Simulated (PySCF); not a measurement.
# C6H12 (trans-3-Methyl-2-pentene): levels of theory compared

Aim: a comparison of 6 runs (B3LYP/6-31G*, BHLYP/6-31G*, BLYP/6-31G*, PBE0/6-31G*, TPSS/6-31G*, revPBE/6-31G*) of C6H12 (trans-3-Methyl-2-pentene). 

The calculation is run with PySCF 2.14.0.

## 1. The system as given

C6H12: 18 atoms, total charge 0, spin state singlet. As SMILES, `C/C=C(\C)CC`. The shape is that of a PBE0-D4/def2-TZVP optimisation. This is one conformer, not always the lowest.

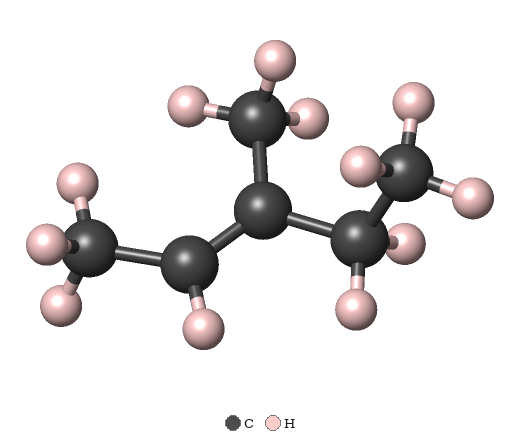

The structure, seen from a chosen angle (carbon dark grey, hydrogen pink).

## 2. The energy at B3LYP/6-31G(d) (spherical functions) (run 1)

The input, job.py:

```python
from pyscf import gto, dft

mol = gto.M(
    atom='''
C      2.337540     0.408060     1.036300
C      1.083310     0.795880     0.330250
C      0.167860     0.001640    -0.226770
C      0.247200    -1.493170    -0.249680
C     -1.045250     0.593460    -0.888770
C     -2.360600     0.220150    -0.212650
H      3.210670     0.864600     0.558560
H      2.497890    -0.669520     1.064630
H      2.327010     0.767870     2.070620
H      0.903760     1.868500     0.271130
H      0.097970    -1.866820    -1.268310
H     -0.540340    -1.940590     0.364810
H      1.201500    -1.873860     0.110590
H     -1.079540     0.261230    -1.934680
H     -0.944610     1.682130    -0.910680
H     -3.204430     0.701320    -0.712530
H     -2.362220     0.536510     0.833510
H     -2.537720    -0.857400    -0.236340
''',
    verbose=3,
    max_memory=1860,
    basis='6-31g*',
    charge=0,
)

mf = dft.RKS(mol, xc='b3lyp')
mf.grids.level = 5
mf.conv_tol = 1e-10
mf.kernel()
if not mf.converged:
    mf = mf.newton().run(mf.mo_coeff, mf.mo_occ)

e_final = mf.e_tot
print('E(%s) = %.9f' % ('B3LYP', e_final))
```

Command:

```bash
OMP_NUM_THREADS=1 python job.py
```

Log:

```text
converged SCF energy = -235.850627250415
E(B3LYP) = -235.850627250
```

It took 35 s on 1 thread of Intel Xeon at 2.70GHz, shared host; peak memory 0.59 GiB.

## 3. The energy at BHLYP/6-31G(d) (spherical functions) (run 2)

The input, job.py:

```python
from pyscf import gto, dft

mol = gto.M(
    atom=[
    ('C', (2.337540, 0.408060, 1.036300)),
    ('C', (1.083310, 0.795880, 0.330250)),
    ('C', (0.167860, 0.001640, -0.226770)),
    ('C', (0.247200, -1.493170, -0.249680)),
    ('C', (-1.045250, 0.593460, -0.888770)),
    ('C', (-2.360600, 0.220150, -0.212650)),
    ('H', (3.210670, 0.864600, 0.558560)),
    ('H', (2.497890, -0.669520, 1.064630)),
    ('H', (2.327010, 0.767870, 2.070620)),
    ('H', (0.903760, 1.868500, 0.271130)),
    ('H', (0.097970, -1.866820, -1.268310)),
    ('H', (-0.540340, -1.940590, 0.364810)),
    ('H', (1.201500, -1.873860, 0.110590)),
    ('H', (-1.079540, 0.261230, -1.934680)),
    ('H', (-0.944610, 1.682130, -0.910680)),
    ('H', (-3.204430, 0.701320, -0.712530)),
    ('H', (-2.362220, 0.536510, 0.833510)),
    ('H', (-2.537720, -0.857400, -0.236340)),
],
    spin=0,
    basis='6-31g*',
    verbose=3,
    max_memory=1860,
    charge=0,
)

mf = dft.RKS(mol)
mf.xc = 'bhandhlyp'
mf.conv_tol = 1e-10
mf.grids.level = 5
mf.kernel()
if not mf.converged:
    mf = mf.newton().run(mf.mo_coeff, mf.mo_occ)

e_final = mf.e_tot
print('E(%s) = %.9f' % ('BHLYP', e_final))
```

Command:

```bash
OMP_NUM_THREADS=1 python job.py
```

Log:

```text
converged SCF energy = -235.689251638029
E(BHLYP) = -235.689251638
```

Wall time 34 s (1 thread of Intel Xeon at 2.70GHz, shared host); peak memory 0.59 GiB.

Runs 3 to 5 aren't shown in full; the table further down has their settings and results.

## 4. The energy at revPBE/6-31G(d) (spherical functions) (run 6)

The input, run.py:

```python
from pyscf import gto, dft

system = gto.M(
    atom='''
C      2.337540     0.408060     1.036300
C      1.083310     0.795880     0.330250
C      0.167860     0.001640    -0.226770
C      0.247200    -1.493170    -0.249680
C     -1.045250     0.593460    -0.888770
C     -2.360600     0.220150    -0.212650
H      3.210670     0.864600     0.558560
H      2.497890    -0.669520     1.064630
H      2.327010     0.767870     2.070620
H      0.903760     1.868500     0.271130
H      0.097970    -1.866820    -1.268310
H     -0.540340    -1.940590     0.364810
H      1.201500    -1.873860     0.110590
H     -1.079540     0.261230    -1.934680
H     -0.944610     1.682130    -0.910680
H     -3.204430     0.701320    -0.712530
H     -2.362220     0.536510     0.833510
H     -2.537720    -0.857400    -0.236340
''',
    verbose=3,
    basis='6-31g*',
    max_memory=1860,
    charge=0,
)

myscf = dft.RKS(system)
myscf.xc = 'revpbe'
myscf.conv_tol = 1e-10
myscf.grids.level = 5
myscf.kernel()
if not myscf.converged:
    myscf = myscf.newton().run(myscf.mo_coeff, myscf.mo_occ)

e_final = myscf.e_tot
print('Final energy', e_final)
```

Command:

```bash
OMP_NUM_THREADS=1 python run.py
```

Log:

```text
converged SCF energy = -235.765409173222
Final energy -235.76540917322208
```

Run time: 63 s. Hardware: 1 thread of Intel Xeon at 2.70GHz, shared host; peak memory 0.59 GiB.

## 5. Overview of the runs

| run | level | energy (Eh) | dipole moment (D) | HOMO energy (eV) | LUMO energy (eV) | wall time |
| --- | --- | --- | --- | --- | --- | --- |
| 1 | B3LYP/6-31G* (spherical functions) | -235.850627 | 0.17 | -6.13 | 1.06 | 35 s |
| 2 | BHLYP/6-31G* (spherical functions) | -235.689252 | 0.16 | -7.37 | 2.44 | 34 s |
| 3 | BLYP/6-31G* (spherical functions) | -235.685707 | 0.18 | -5.03 | 0.42 | 47 s |
| 4 | PBE0/6-31G* (spherical functions) | -235.550187 | 0.16 | -6.39 | 1.24 | 36 s |
| 5 | TPSS/6-31G* (spherical functions) | -235.888509 | 0.16 | -5.30 | 0.37 | 92 s |
| 6 | revPBE/6-31G* (spherical functions) | -235.765409 | 0.18 | -5.18 | 0.29 | 63 s |

## 6. Summary of results

| quantity | value |
| --- | --- |
| run 6: total energy | -235.76541 Eh |
| run 6: dipole moment | 0.18 D |
| run 6: HOMO energy | -5.18 eV |
| run 6: LUMO energy | 0.29 eV |
| run 6: HOMO–LUMO gap | 5.47 eV |

**Reading.** The dipole moment (its size) runs from 0.16 D (BHLYP/6-31G*) to 0.18 D (BLYP/6-31G*). The HOMO–LUMO gap runs from 5.45 eV (BLYP/6-31G*) to 9.81 eV (BHLYP/6-31G*). Totals of different functionals can't be ranked against each other. All runs together took 5.1 min, the longest 92 s.
